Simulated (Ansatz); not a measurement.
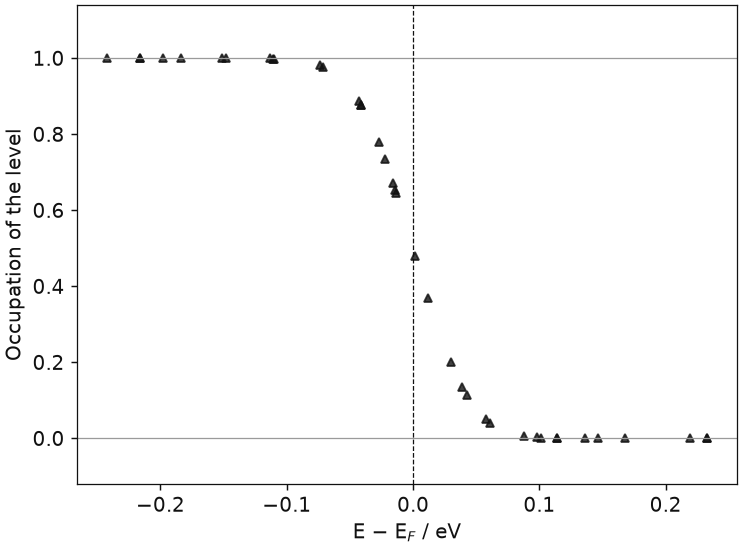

Occupations of the one-electron levels of the k mesh against their energy, from a run on Os, space group P6_3/mmc, 2 atoms in the cell, with Ansatz.

**Which smearing scheme was used (Fermi-Dirac, Gaussian, Methfessel-Paxton or cold), and about what width?**

Gaussian smearing with a width of 0.05 eV. The occupations stay between 0 and 1 and die off fast, as an error function; the slope at the Fermi level is 1/(√π × width).
